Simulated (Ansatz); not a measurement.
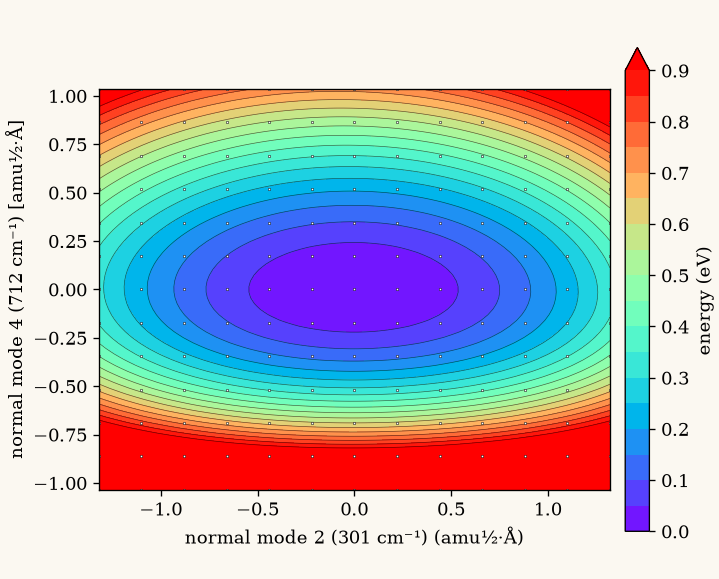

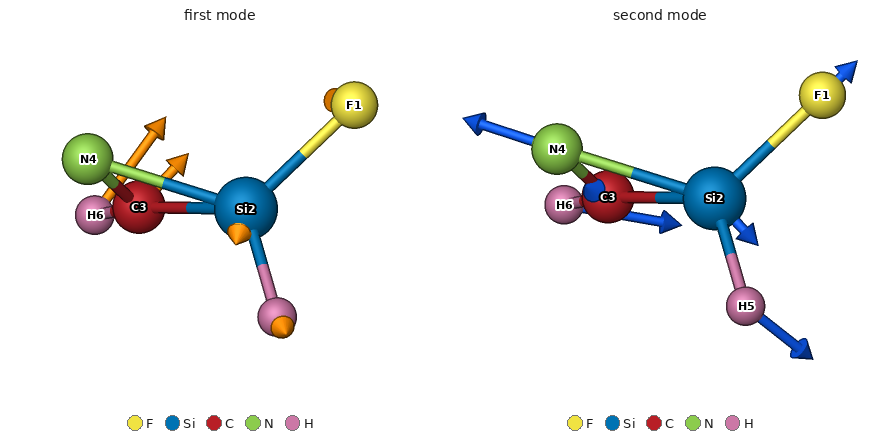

Energy landscape of CH₂FNSi, SMILES F[SiH]1C=N1. Coordinates scanned: (1) normal mode 2 (301 cm⁻¹); (2) normal mode 4 (712 cm⁻¹). Nothing is relaxed (straight displacements along the two mass-weighted modes). The scan uses a 13 × 13 grid. Points are written as (first, second). Energies are in eV, from the relaxed molecule at the same level. The restricted reference is unstable at some or all points, so the energies there are unreliable. Computed with Ansatz 0.2.0, RHF-MP2, frozen core/def2-TZVP.

Drawn: filled contours, dots at the grid points, one colour for all values above the top of the scale. Between grid points the surface is interpolated. The second picture is the structure at the lowest point

Where are the wells?

Answer. The lowest grid point is at (0.00 amu½·Å, 0.000 amu½·Å), 0.00 eV from the relaxed molecule at the same level. No other kind of well shows on this grid. The highest grid point, (−1.32 amu½·Å, −1.036 amu½·Å), lies 1.92 eV above the lowest.

The input of one point:

```yaml
crystal:
  periodic: [false, false, false]
  atoms:
    - { symbol: F, position_ang: [1.850645, -0.282253, -0.790686] }
    - { symbol: Si, position_ang: [0.27515, -0.184747, -0.606262] }
    - { symbol: C, position_ang: [-0.470503, 0.484101, 0.838918] }
    - { symbol: "N", position_ang: [-0.468412, -0.829875, 0.859707] }
    - { symbol: H, position_ang: [-0.344149, -0.335403, -1.918674] }
    - { symbol: H, position_ang: [-0.842722, 1.148177, 1.616996] }
basis:
  gaussian: { orbitals: def2-TZVP }
hamiltonian:
  xc: hf
output:
  forces: true
correlation:
  method: mp2
```

Each point was launched as `ansatz run input.yaml --threads 1 --pin off --max-ram 2560MiB --backend cpu --events-out ev --progress --plain --runs-dir out`. The whole map (169 points run) took 40 min on 1 thread of Arm Neoverse N1 (shared host).
